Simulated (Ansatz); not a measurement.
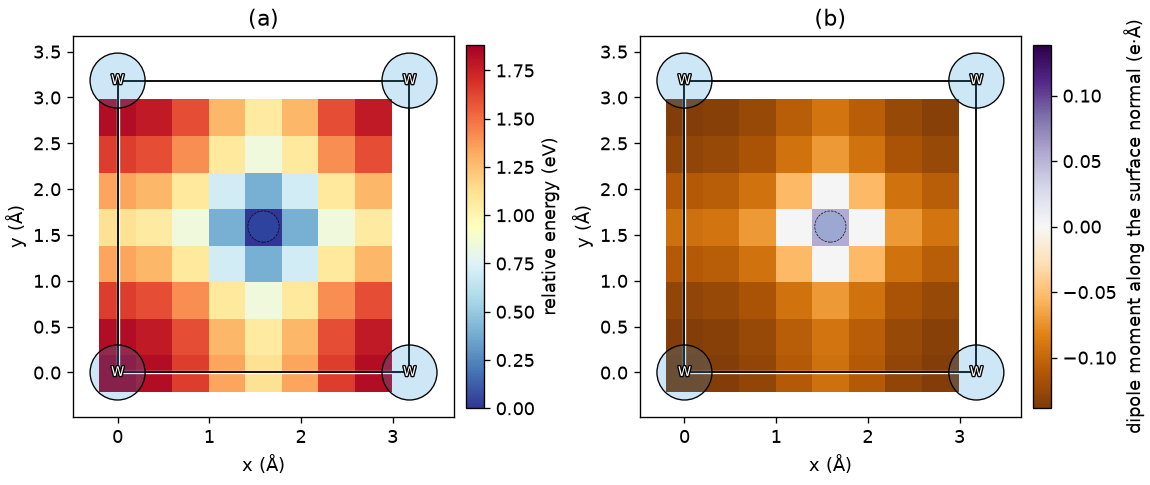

Se on a W(100) slab cut from the Im-3m phase, its upper half relaxed before the scan (16 atoms of substrate and one adsorbate in a 2 × 2 cell). 
- Se is moved over the surface cell; relaxed at each place: the height of the adsorbate's atoms; substrate rigid; the origin of the map has the adsorbate above W13.
- Places are given modulo a cell vector. The map is drawn in real space over the plane of the surface.
- The scan uses an 8 × 8 grid; 15 points were computed and 49 follow by symmetry.
- Places are given in fractions of the 1 × 1 surface cell.
- All energies are given in eV relative to the lowest grid point.
- Level of theory: DFT PBE, scalar-relativistic, plane waves, PAW in Ansatz. Settings: cutoff 420 eV, k-mesh 4×4×1, gaussian smearing 0.1 eV, no spin polarisation.

Panel (a) is the energy and panel (b) the computed dipole moment along the surface normal on the same grid.

The picture shows one coloured cell a grid point, labelled circles for the atoms of the top layer and small ones for the second layer, the outline of one cell of the plane.

> How does the dipole moment along the surface normal vary over the map, and what is it at the lowest grid point?

It runs from −0.14 e·Å at the top site over a surface W atom, (0/8, 0/8) of the cell vectors to 0.05 e·Å at a fourfold hollow over a second-layer W atom, (4/8, 4/8) of the cell vectors. At the lowest grid point, a fourfold hollow over a second-layer W atom, (4/8, 4/8) of the cell vectors, it is 0.05 e·Å.

PAW datasets: the set soft_1.
